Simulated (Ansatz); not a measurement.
## SrPdN (built on the sites of a database entry of BaAsPd): following an unstable mode

Aim: this structure of SrPdN (built on the sites of a database entry of BaAsPd) is to be tested for unstable modes, and one is followed downhill.

Program: Ansatz 0.2.0. Level of theory: DFT PBE+D3(BJ), scalar-relativistic, plane waves, PAW. Results are calculated unless marked as measured.

The structure was built from a prototype and need not be the compound's stable phase.

### 1. Starting point

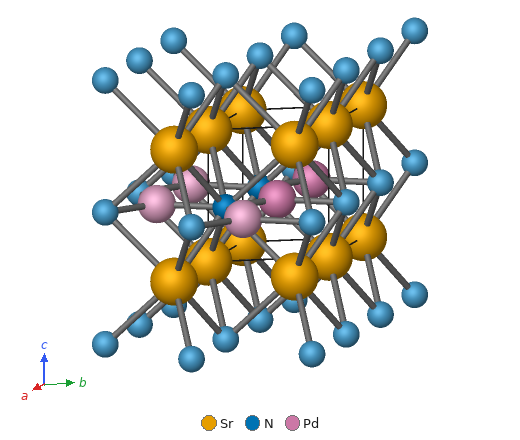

Start, viewed slightly off an axis; strontium orange, nitrogen blue, palladium pink. 2×1×1 cells are drawn. Some periodic images of atoms are drawn too.

### 2. The dispersion

The cell comes from relaxations at this level that are not shown. Stability and thermal properties need the whole zone. Linear response on a 3×3×4 q mesh gives force constants as far as a supercell of that size would.

input.yaml

```yaml
crystal:
  lattice:
    - [3.7707149625, 0.0, 0.0]
    - [-1.8853574812, 3.2655349479, 0.0]
    - [0.0, 0.0, 4.0614150488]
  atoms:
    - { symbol: Sr, position: [0.0, 0.0, 0.0] }
    - { symbol: "N", position: [0.6666666667, 0.3333333333, 0.5] }
    - { symbol: Pd, position: [0.3333333333, 0.6666666667, 0.5] }
kpoints:
  mp_grid: { grid: [15, 15, 12] }
hamiltonian:
  xc: pbe
  dispersion: d3bj
scf:
  occupations: { method: methfessel_paxton, width: 0.2 }
output:
  eigenvalues: true
phonons:
  method: dfpt
  qmesh: [3, 3, 4]
  temperatures: { t_max: 1000, t_step: 50 }
  qpath:
    path:
      - [[0.0, 0.0, 0.0], [0.5, 0.0, 0.0], [0.33333333, 0.33333333, 0.0], [0.0, 0.0, 0.0], [0.0, 0.0, 0.5], [0.5, 0.0, 0.5], [0.33333333, 0.33333333, 0.5], [0.0, 0.0, 0.5]]
      - [[0.5, 0.0, 0.5], [0.5, 0.0, 0.0]]
      - [[0.33333333, 0.33333333, 0.5], [0.33333333, 0.33333333, 0.0]]
    npoints: 10
```

Started as:

```console
> ansatz run input.yaml --threads 8 --pin off --max-ram 14336MiB --backend cpu --events-out ev --progress --plain --runs-dir out
```

Numbers of over 12 decimals in the logs are rounded to 6 here.

Log:

```text
Engine: ansatz 0.2.0, aarch64-unknown-linux-gnu
Pseudopotentials: kind: paw
Pseudopotential: Sr, paw, valence charge 10, recommended cutoff 420 eV (normal), Sr.paw.azcp
Pseudopotential: N, paw, valence charge 5, recommended cutoff 420 eV (normal), N.paw.azcp
Pseudopotential: Pd, paw, valence charge 18, recommended cutoff 420 eV (normal), Pd.paw.azcp
Functional definition: PBE
  parameter kappa = 0.804
  parameter beta = 0.066725
  exchange = pbe_x(kappa = kappa, mu = beta*pi^2/3)
  correlation = pbe_c(beta = beta)
Crystal: 3 atoms, lattice volume = 50.010 Å³
Basis set: ecut = 420 eV, 985 PW (Γ), exchange–correlation on 54×54×60 points (8 copies of the dense FFT grid, shifted against one another)
Bands: 21, of which v1, the nominal top of the filled ones, is band 17 counted from 1 (16 counted from 0)
Symmetry: 12 space group operations
k-points: 189 of 2700 (time reversal used)
Non-local potential: Sr, projectors of the file, l = 0: 3, l = 1: 2, l = 2: 2
Non-local potential: N, projectors of the file, l = 0: 2, l = 1: 2, l = 2: 1
Non-local potential: Pd, projectors of the file, l = 0: 2, l = 1: 2, l = 2: 2, l = 3: 1
PAW form: soft (Blöchl's): semilocal exchange-correlation on the pseudo side does not see the compensation charge
PAW one-centre angular grid: Sr, 110 points (default); XC on 64 Gauss nodes
PAW one-centre angular grid: N, 110 points (default); XC on 64 Gauss nodes
PAW one-centre angular grid: Pd, 590 points (default); XC on 64 Gauss nodes
Initial density: superposition of atomic densities (neutral atoms: chi_scale 0, normalization atom), corrected by the library's trained network
Initial wavefunctions: pseudopotential atomic-orbital guess
Functional: x = pbe(κ = 0.804, μ = 0.219515), c = pbe(β = 0.066725)
SCF iter   1: F=—  HF=-10902.337654 eV  |F-HF|=—  |Δ(HF+E_count)|=         —  Δρ=8.60e-3  dr2=5.19e-2  ethr=1.77e-3  ⟨swp⟩=6.1  Hψ=20812  notcnv=0
preconditioner: auto → Kerker (q_TF=auto, 2.546 Å⁻¹)  [metal: Δε(μ)=0.013 eV  Ē_g=11.130 eV  σ=0.200 eV  W_gap=0.05  n_scr=20 (ndim 8)  ℏωp=25.2 eV  f_vac=0.000  D(μ)=1.50/eV (n_scr^D=8)]
SCF iter   2: F=—  HF=-10902.333435 eV  |F-HF|=—  |Δ(HF+E_count)|=   4.22e-3  S|Δr|=    0.00e0  Δρ=3.70e-3  dr2=8.45e-3  ethr=1.57e-4  ⟨swp⟩=1.1  Hψ=5511  notcnv=0
SCF iter   3: F=—  HF=-10902.331862 eV  |F-HF|=—  |Δ(HF+E_count)|=   1.57e-3  S|Δr|=    0.00e0  Δρ=1.19e-3  dr2=1.87e-3  ethr=2.56e-5  ⟨swp⟩=2.0  Hψ=5967  notcnv=0
SCF iter   4: F=—  HF=-10902.331471 eV  |F-HF|=—  |Δ(HF+E_count)|=   3.91e-4  S|Δr|=    0.00e0  Δρ=4.72e-4  dr2=2.93e-4  ethr=5.66e-6  ⟨swp⟩=1.7  Hψ=4642  notcnv=0
SCF iter   5: F=—  HF=-10902.331396 eV  |F-HF|=—  |Δ(HF+E_count)|=   7.58e-5  S|Δr|=    0.00e0  Δρ=1.37e-4  dr2=1.04e-5  ethr=8.87e-7  ⟨swp⟩=2.6  Hψ=5748  notcnv=0
SCF iter   6: F=—  HF=-10902.331391 eV  |F-HF|=—  |Δ(HF+E_count)|=   4.88e-6  S|Δr|=    0.00e0  Δρ=3.54e-5  dr2=9.90e-7  ethr=3.16e-8  ⟨swp⟩=2.1  Hψ=5881  notcnv=0
SCF iter   7: F=—  HF=-10902.331389 eV  |F-HF|=—  |Δ(HF+E_count)|=   1.27e-6  S|Δr|=    0.00e0  Δρ=1.06e-5  dr2=8.27e-8  ethr=3.00e-9  ⟨swp⟩=2.0  Hψ=5843  notcnv=0
SCF iter   8: F=—  HF=-10902.331389 eV  |F-HF|=—  |Δ(HF+E_count)|=   2.37e-8  S|Δr|=    0.00e0  Δρ=3.73e-6  dr2=6.56e-9  ethr=2.51e-10  ⟨swp⟩=2.3  Hψ=6243  notcnv=0
SCF iter   9: F=—  HF=-10902.331389 eV  |F-HF|=—  |Δ(HF+E_count)|=   1.49e-9  S|Δr|=    0.00e0  Δρ=8.69e-7  dr2=4.12e-10  ethr=1.99e-11  ⟨swp⟩=2.4  Hψ=6437  notcnv=0
SCF iter  10: F=—  HF=-10902.331389 eV  |F-HF|=—  |Δ(HF+E_count)|=  1.27e-10  S|Δr|=    0.00e0  Δρ=2.29e-7  dr2=3.02e-11  ethr=1.25e-12  ⟨swp⟩=2.2  Hψ=5980  notcnv=0
SCF iter  11: F=-10902.331389 eV  HF=-10902.331389 eV  |F-HF|=1.82e-12  |Δ(HF+E_count)|=  5.46e-12  S|Δr|=    0.00e0  Δρ=6.29e-8  dr2=3.00e-12  ethr=1.00e-12  ⟨swp⟩=6.7  Hψ=18104  notcnv=0
the search or the solves at the SCF's close seem to have found levels that the self-consistency loop had missed (the run counts 2). By its estimate they hold under 1e-12 electrons; where the run keeps them, the occupations were computed again with them
SCF 1 converged in 11 iterations: F = -10902.331389 eV  dr2 = 3.00e-12
  greatest PAW one-centre occupation: 0.999 electrons in one spin orbital (limit 2), on the Pd atom at site 2 (counted from 0), in its partial waves of l = 0
phonons: the bands overlap, so this run is a metal and interpolates without the dipole-dipole term. If the crystal is really an insulator or semiconductor, its LO-TO splitting is missing
NSCF: frozen V_eff on 189 k-points
WARN: eigensolver did not converge in 23 slots of this pass, the one above among them; of largest residual over every band (k=30): 1 band(s) unlocked (lowest unlocked band 20, counted from 0; max residual 7.45e-3 eV among the unlocked bands, 7.45e-3 eV over every band); of lowest unlocked band (k=28): band 20
NSCF: frozen V_eff on 448 k-points
DFPT response loops at q = (0, 0, 0) (fractional): preconditioner auto → Kerker (q_TF=auto, 2.546 Å⁻¹) (partly filled bands, converged f_vac=0.000); β = 1.00, the filter's whole step (`scf.mixing.beta` (0.50) is not read by the response loops under this deck's `scf.mixing.preconditioner`; to damp them name `kerker` or `kerker_dos`, under which they read `scf.mixing.beta`, and type it under 1.00, their step now; both keys bind the ground state too); Broyden in place of MSR1
NSCF: frozen V_eff on 1536 k-points
DFPT response loops at q = (0, 0, 0.25) (fractional): mixed as the last ones told, above
NSCF: frozen V_eff on 896 k-points
DFPT response loops at q = (0, 0, -0.5) (fractional): mixed as the last ones told, above
NSCF: frozen V_eff on 1680 k-points
DFPT response loops at q = (0, 0.333333, 0) (fractional): mixed as the last ones told, above
NSCF: frozen V_eff on 2880 k-points
DFPT response loops at q = (0, 0.333333, 0.25) (fractional): mixed as the last ones told, above
NSCF: frozen V_eff on 1680 k-points
DFPT response loops at q = (0, 0.333333, -0.5) (fractional): mixed as the last ones told, above
NSCF: frozen V_eff on 1680 k-points
DFPT response loops at q = (0.333333, 0.333333, 0) (fractional): mixed as the last ones told, above
NSCF: frozen V_eff on 2880 k-points
DFPT response loops at q = (0.333333, 0.333333, 0.25) (fractional): mixed as the last ones told, above
NSCF: frozen V_eff on 1680 k-points
DFPT response loops at q = (0.333333, 0.333333, -0.5) (fractional): mixed as the last ones told, above
SCF converged after 11 iterations
Stability not checked: this state was not tested for a lower state beside it, because cold or Methfessel-Paxton smearing, or corrected tetrahedra, fill the levels in a way that the test cannot read (fill_not_monotonic; see scf.lower_state_search)
Free energy (F): -10902.331389 eV
Harris-Foulkes:  -10902.331389 eV  (|F-HF|=1.82e-12)
Internal energy: -10902.331174 eV  (E = F + TS)
E sigma→0 (E₀):  -10902.331336 eV
Entropy (-TS):   -0.000215 eV (-0.072 meV/atom)
Fermi energy:    13.000786 eV
Step filling:    the computed levels leave a gap of 0.0096 eV = 0.0 smearing widths at the electron count; against every level under it full and every level over it empty, smearing changes F+E_penalty+E_count by -0.929 meV and its σ→0 estimate by -0.875 meV
--- Per-component energies (eV) ---
  E_band       = -280.282856
  E_kinetic    = 890.108824
  E_local      = -3274.424489  (includes V_loc(G=0)·N_el)
  E_nonlocal   = 464.964986
  E_hartree    = 1239.743963
  E_xc         = -402.952973
  E_vxc        = -451.240217  (∫ρ·V_xc dr)
  E_paw        = -6571.832978  (= ΣΔE_a)
  E_vpaw       = -389.180184  (= ΣTr[D̂ρ^β])
  E_aug_tail   = 0.000303  (compensation charges beyond the density's cutoff)
  E_ewald      = -3246.832297
  E_disp       = -1.106513  (pairwise vdW)
  E_smearing   = -0.000215  (= −TS)
  E_closure    = 0.000000  (closes the sum)
  Σ components = -10902.331389   (vs F -10902.331389, Δ=0.00e0)
--- Band table (eV; the first three rows and the last of 189) ---
  k-point 0: bands = [... 13 lower, 10.2891, 11.3962, 13.4128, 14.4407, 14.4407, 15.7551, 17.7057, 17.7057]
  k-point 1: bands = [... 13 lower, 10.2825, 11.2917, 13.5544, 14.4626, 14.4626, 15.7818, 17.6686, 17.6686]
  k-point 2: bands = [... 13 lower, 10.2616, 11.0605, 13.9140, 14.5253, 14.5253, 15.8373, 17.6013, 17.6013]
  k-point 188: bands = [... 13 lower, 10.7281, 10.7580, 11.1908, 12.4894, 14.6443, 17.7319, 18.3801, 19.0805]
--- Phonons (Γ-DFPT): 6 representative perturbations + reference (Σ response iterations 20) ---
  ASR residual: 3.963e-5 → 0.000e0 eV/Å²; symmetrization residual: 6.576e-6 eV/Å²
  pairwise dispersion correction: d3bj (s6 = 1.0, s8 = 0.7875, a1 = 0.4289, a2_bohr = 4.4407), with the weights of each atom's references fixed at the reference crystal's, and the forces and stress that the weights' published response gives there kept as a pressure on the atom's counted neighbours (hamiltonian.dispersion)
  ASR residual per site (eV/Å²): 3.96e-5 2.74e-5 3.68e-5
  Γ frequencies (cm⁻¹): -69.59 0.00 0.00 0.00 121.53 121.53 183.23 315.77 315.77
--- Phonons (arbitrary-q DFPT): 9 irreducible q on the 3×3×4 mesh ---
  q = [0.0000, 0.0000, 0.0000] (star 1, of the zone-centre solve; hermiticity 1.82e-6, symmetrization 2.14e-10): -69.59 -0.00 0.00 0.00 121.53 121.53 183.23 315.77 315.77
  q = [0.0000, 0.0000, 0.2500] (star 2, 6 solved perturbations in 3276 linear systems a pass and spin channel, the states on 768 of 2700 k-point pairs; hermiticity 1.81e-6, symmetrization 2.89e-9): 46.09 46.09 71.91 112.17 112.17 130.76 175.89 314.14 314.14
  q = [0.0000, 0.0000, -0.5000] (star 1, 6 solved perturbations in 1911 linear systems a pass and spin channel, the states on 448 of 2700 k-point pairs; hermiticity 7.94e-7, symmetrization 2.74e-9): 85.37 85.37 85.88 85.88 139.66 140.39 194.34 312.05 312.05
  q = [0.0000, 0.3333, 0.0000] (star 6, 9 solved perturbations on 840 of 2700 k-point pairs; hermiticity 1.62e-6, symmetrization 4.10e-10): -102.66 -34.02 82.04 96.51 135.22 156.60 162.99 293.74 339.77
  q = [0.0000, 0.3333, 0.2500] (star 12, 9 solved perturbations on 1440 of 2700 k-point pairs; hermiticity 1.76e-6, symmetrization 3.22e-10): -12.23 35.48 66.08 123.05 123.75 150.79 179.64 289.19 339.94
  q = [0.0000, 0.3333, -0.5000] (star 6, 9 solved perturbations on 840 of 2700 k-point pairs; hermiticity 2.37e-6, symmetrization 2.72e-10): 48.87 60.38 75.97 101.58 137.74 172.38 191.29 285.80 340.21
  q = [0.3333, 0.3333, 0.0000] (star 2, 6 solved perturbations in 3486 linear systems a pass and spin channel, the states on 840 of 2700 k-point pairs; hermiticity 1.56e-6, symmetrization 1.73e-7): -129.05 -45.51 32.03 117.91 132.66 144.00 180.75 320.03 370.94
  q = [0.3333, 0.3333, 0.2500] (star 4, 6 solved perturbations in 5976 linear systems a pass and spin channel, the states on 1440 of 2700 k-point pairs; hermiticity 8.14e-7, symmetrization 1.16e-7): -89.07 -85.06 81.49 101.47 148.39 163.40 174.02 318.25 365.45
  q = [0.3333, 0.3333, -0.5000] (star 2, 6 solved perturbations in 3486 linear systems a pass and spin channel, the states on 840 of 2700 k-point pairs; hermiticity 1.05e-6, symmetrization 2.10e-7): -106.49 30.75 75.90 120.19 167.16 167.77 174.28 316.55 360.16
  sum rule: each row above includes the acoustic sum rule's correction from the zone centre's row sums; it moved no ω² by more than (0.73 cm⁻¹)²
  mesh force constants: q→R imaginary residual 0.00e0; ASR residual 3.963e-5 → 0.000e0 eV/Å²; symmetrization residual 6.217e-15 eV/Å²
  interpolated dispersion: 93 rows × 9 modes
  density of states and harmonic sums: on the 21×21×16 q-mesh, interpolated from the force constants of a 3×3×4 supercell (no non-analytic term)
  largest difference from the sums on the solved wave vectors: F 6.49e-3 eV, S 7.50e-6 and C_V 8.46e-7 eV/K
  zero-point energy: 0.082231 eV/cell   skipped modes (ω ≤ 0): 486, of them read as no rigid motion or as one in doubt: 483 (1.169e0 modes/cell left out, lowest -129.05 cm⁻¹)   left out of the sums: 1.30e-1 of the cell's modes: C_V's classical limit lies that fraction below 3 k_B per atom; for a crystal, a wire or a layer, F and S can be off by more, and a phonons.interpolated_qmesh denser along its periods is the remedy for the sampling
```

The job ended after 9.1 min (8 threads of Arm Neoverse V2, shared host; peak memory 3.4 GiB; 70 min of CPU time).

Numbers from this step:

* volume per atom: 16.67 Å³
* gap on the k-mesh: 0 eV
* sum-rule residual before enforcement: 3.96e-5 eV/Å²
* lowest frequency on the path: -129.0 cm⁻¹
* point group: -6m2
* highest frequency on the path or at a solved wavevector: 370.9 cm⁻¹
* highest optical mode at the zone centre (no LO-TO term): 315.8 cm⁻¹
* lowest optical zone-centre mode: -69.59 cm⁻¹
* lowest mode on the q mesh (acoustic modes at Γ apart): -129.1 cm⁻¹

Frequencies (cm⁻¹) solved at each irreducible wavevector; negative means imaginary. Frequencies by wavevector, by row:

| q in reciprocal lattice units | star | mode 1 | mode 2 | mode 3 | mode 4 | mode 5 | mode 6 | mode 7 | mode 8 | mode 9 |
| --- | --- | --- | --- | --- | --- | --- | --- | --- | --- | --- |
| 0 0 0 | 1 | -69.6 | 0 | 0 | 0 | 121.5 | 121.5 | 183.2 | 315.8 | 315.8 |
| 0 0 0.25 | 2 | 46.1 | 46.1 | 71.9 | 112.2 | 112.2 | 130.8 | 175.9 | 314.1 | 314.1 |
| 0 0 -0.5 | 1 | 85.4 | 85.4 | 85.9 | 85.9 | 139.7 | 140.4 | 194.3 | 312.1 | 312.1 |
| 0 0.3333 0 | 6 | -102.7 | -34 | 82 | 96.5 | 135.2 | 156.6 | 163 | 293.7 | 339.8 |
| 0 0.3333 0.25 | 12 | -12.2 | 35.5 | 66.1 | 123 | 123.8 | 150.8 | 179.6 | 289.2 | 339.9 |
| 0 0.3333 -0.5 | 6 | 48.9 | 60.4 | 76 | 101.6 | 137.7 | 172.4 | 191.3 | 285.8 | 340.2 |
| 0.3333 0.3333 0 | 2 | -129.1 | -45.5 | 32 | 117.9 | 132.7 | 144 | 180.8 | 320 | 370.9 |
| 0.3333 0.3333 0.25 | 4 | -89.1 | -85.1 | 81.5 | 101.5 | 148.4 | 163.4 | 174 | 318.2 | 365.4 |
| 0.3333 0.3333 -0.5 | 2 | -106.5 | 30.8 | 75.9 | 120.2 | 167.2 | 167.8 | 174.3 | 316.6 | 360.2 |

Interpolated from a 3×3×4 q mesh. The phonon branches at the labelled points (cm⁻¹):

| point | branch 1 | branch 2 | branch 3 | branch 4 | branch 5 | branch 6 | branch 7 | branch 8 | branch 9 |
| --- | --- | --- | --- | --- | --- | --- | --- | --- | --- |
| Γ | -70 | 0 | 0 | 0 | 122 | 122 | 183 | 316 | 316 |
| M | -117 | -53 | 86 | 104 | 136 | 143 | 178 | 299 | 356 |
| K | -129 | -46 | 32 | 118 | 133 | 144 | 181 | 320 | 371 |
| Γ | -70 | 0 | 0 | 0 | 122 | 122 | 183 | 316 | 316 |
| A | 85 | 85 | 86 | 86 | 140 | 140 | 194 | 312 | 312 |
| L | 23 | 57 | 58 | 106 | 116 | 174 | 199 | 288 | 357 |
| H | -106 | 31 | 76 | 120 | 167 | 168 | 174 | 316 | 360 |
| A | 85 | 85 | 86 | 86 | 140 | 140 | 194 | 312 | 312 |
| jump to L | 23 | 57 | 58 | 106 | 116 | 174 | 199 | 288 | 357 |
| M | -117 | -53 | 86 | 104 | 136 | 143 | 178 | 299 | 356 |
| jump to H | -106 | 31 | 76 | 120 | 167 | 168 | 174 | 316 | 360 |
| K | -129 | -46 | 32 | 118 | 133 | 144 | 181 | 320 | 371 |

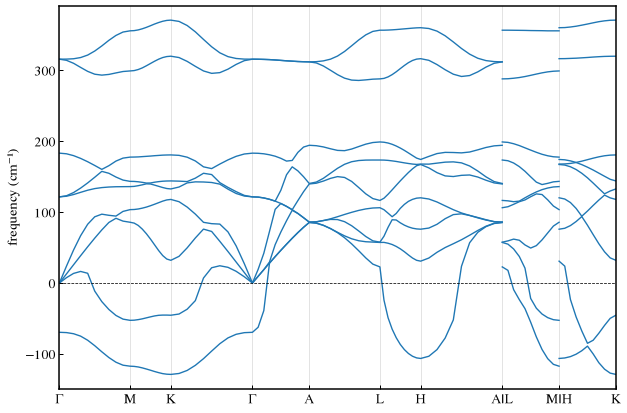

Phonon branches along the path.

Symmetry leaves 9 wavevectors to solve. The lowest mode among them, the acoustic zeros apart, lies at q = (0.333, 0.333, 0) and is imaginary, 129.1i cm⁻¹, so the energy falls along it.

### 3. The mode frozen in, largest atomic shift 0 Å

The mode followed lies at q = (0, 0.333, 0) with frequency 102.7i cm⁻¹, one of the unstable modes though not the softest. At small amplitude the distorted cell has space group no. 8 by a symmetry search on the positions. The undistorted cell that holds it gives the zero of energy on the same k mesh.

System of this step: SrPdN (built on the sites of a database entry of BaAsPd). The structure is hexagonal, space group P-6m2 (No. 187). The conventional cell has a = 3.771 Å, b = 3.771 Å, c = 4.061 Å, α = 90.00°, β = 90.00°, γ = 120.00°. Sr has 6 Pd at 2.98 Å and 6 N at 2.98 Å nearest. N has 3 Pd at 2.18 Å and 6 Sr at 2.98 Å nearest. Pd has 3 N at 2.18 Å nearest. Farther neighbours and most contacts between anions are not listed.

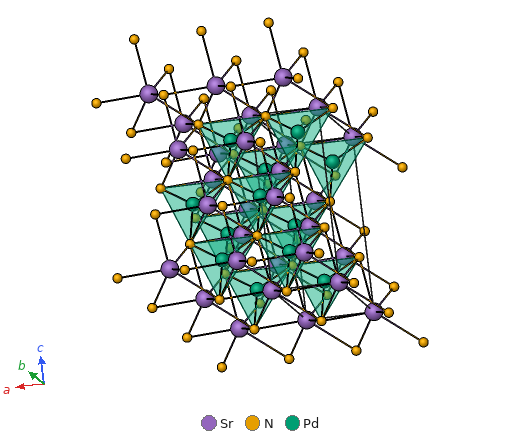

The cell of this step (strontium purple, nitrogen orange, palladium teal). 2×2×1 cells are drawn. Some periodic images of atoms are drawn too.

input.yaml

```yaml
crystal:
  lattice:
    - [-3.7707149625, 0.0, 0.0]
    - [0.0, 0.0, -4.0614150488]
    - [-1.8853574812, -9.7966048437, 0.0]
  atoms:
    - { symbol: Sr, position: [0.6666666667, 1.0, 0.6666666667] }
    - { symbol: Sr, position: [0.3333333333, 1.0, 0.3333333333] }
    - { symbol: Sr, position: [1.0, 1.0, 1.0] }
    - { symbol: "N", position: [0.2222222222, 0.5, 0.5555555556] }
    - { symbol: "N", position: [0.8888888889, 0.5, 0.2222222222] }
    - { symbol: "N", position: [0.5555555556, 0.5, 0.8888888889] }
    - { symbol: Pd, position: [0.7777777778, 0.5, 0.4444444444] }
    - { symbol: Pd, position: [0.4444444444, 0.5, 0.1111111111] }
    - { symbol: Pd, position: [0.1111111111, 0.5, 0.7777777778] }
kpoints:
  mp_grid: { grid: [10, 10, 10] }
hamiltonian:
  xc: pbe
  dispersion: d3bj
scf:
  occupations: { method: methfessel_paxton, width: 0.2 }
output:
  forces: true
  stress: true
  eigenvalues: true
```

Log:

```text
[...]
Crystal: 9 atoms, lattice volume = 150.030 Å³
Basis set: ecut = 420 eV, 2931 PW (Γ), exchange–correlation on 54×60×144 points (8 copies of the dense FFT grid, shifted against one another)
Bands: 60, of which v1, the nominal top of the filled ones, is band 50 counted from 1 (49 counted from 0)
Symmetry: 12 space group operations
[...]
k-point 0: bands = [... 46 lower, 12.3155, 13.0795, 13.0795, 13.4128, 14.4409, 14.4411, 15.7199, 15.7199, ... 6 higher]
  k-point 1: bands = [... 46 lower, 12.4514, 12.8829, 13.2884, 13.4196, 14.4261, 14.4381, 15.6985, 15.7142, ... 6 higher]
  k-point 2: bands = [... 46 lower, 12.5720, 12.7102, 13.4268, 13.4994, 14.3808, 14.4414, 15.5772, 15.7028, ... 6 higher]
  k-point 185: bands = [... 46 lower, 11.8531, 11.9144, 12.4092, 12.4473, 12.4595, 14.1491, 14.2034, 14.4055, ... 6 higher]
[key lines of the parts left out:]
SCF converged after 8 iterations
Free energy (F): -32706.999842 eV
Fermi energy:    12.999725 eV
P = ⅓ Tr σ = 0.0036 GPa (0.036 kbar)
```

Run time: 18 s. Hardware: 8 threads; peak memory 1.4 GiB.

This run has no spin polarisation although its electron count is odd.

Numbers from this step:

| Quantity | Value |
| --- | --- |
| pressure | 0.003639 GPa |
| energy from the undistorted cell | 0 meV/atom |

(Continued in part 2 of 3.)

[Logs are printed without paths, hosts, clocks, repeated set-up lines and the standing remarks that a program may print on its own settings, such as how far it seeks lower states.]

[Hosts, paths, dates, database ids (printed as entryN), source tags and the programs' standing remarks are cut or masked in the printed files.]
